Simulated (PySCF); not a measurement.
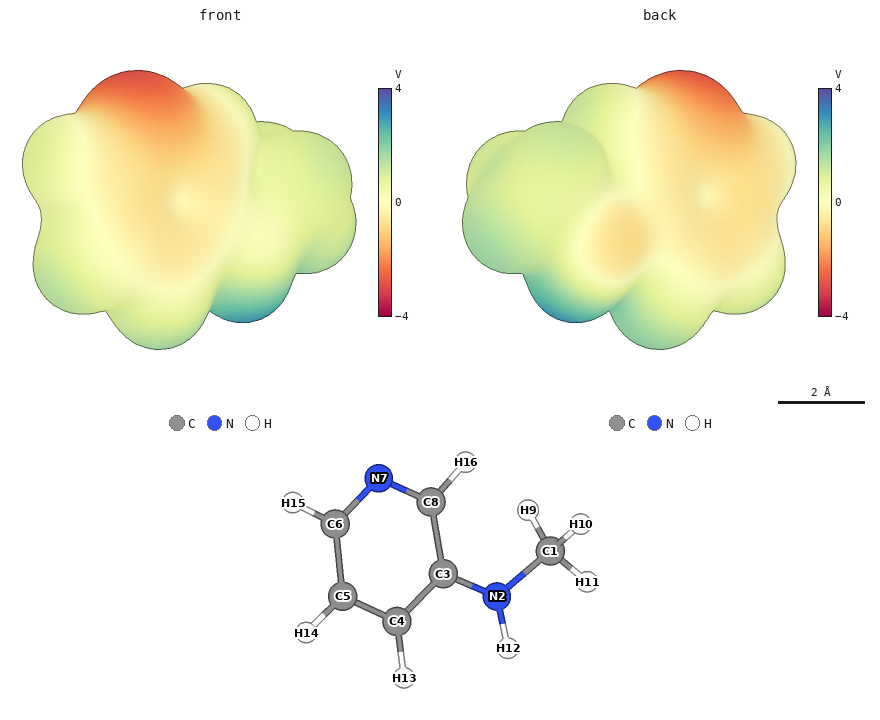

C6H8N2. The molecular electrostatic potential painted on the density surface at 0.004 e/bohr³, seen from the front and from behind; red is negative and blue positive. The bare structure is drawn below in the same view.

Geometry: PBE0-D3(BJ)/def2-SVP.

Method: wB97X-D/pcSseg-1, SCF density, in a chloroform solvent model, non-relativistic (PySCF).

Input file:

```
{"job": {"xc": "wB97X-D", "basis": "pcSseg-1", "solvent": "chloroform", "kind": "nmr", "pop": true}, "charge": 0, "multiplicity": 1}
C     -2.530002    -0.244648    -0.133854
N     -1.418255     0.658462    -0.075004
C     -0.114676     0.241026    -0.023038
C      0.932840     1.154557     0.194893
C      2.241075     0.697273     0.216352
C      2.487935    -0.663463     0.020603
N      1.509516    -1.538763    -0.180647
C      0.254132    -1.110379    -0.198971
H     -2.501264    -0.858487    -1.049874
H     -2.577910    -0.936671     0.729427
H     -3.463192     0.333171    -0.158534
H     -1.599916     1.595516     0.254688
H      0.708631     2.215491     0.341304
H      3.067812     1.391396     0.384019
H      3.511236    -1.054074     0.030746
H     -0.515561    -1.871461    -0.363521
```

Launched as:

```sh
OMP_NUM_THREADS=1 python ens_run.py task.json out
```

Which sites attract a positive test charge, and which a negative one?

A positive charge is drawn to the negative regions and a negative charge to the positive ones. The most negative region (about −2.8 V, or −65 kcal/mol for a unit charge) lies over N7, the most positive (about +2.9 V, or +67 kcal/mol for a unit charge) over H12. N7 is the likeliest acceptor of a hydrogen bond.
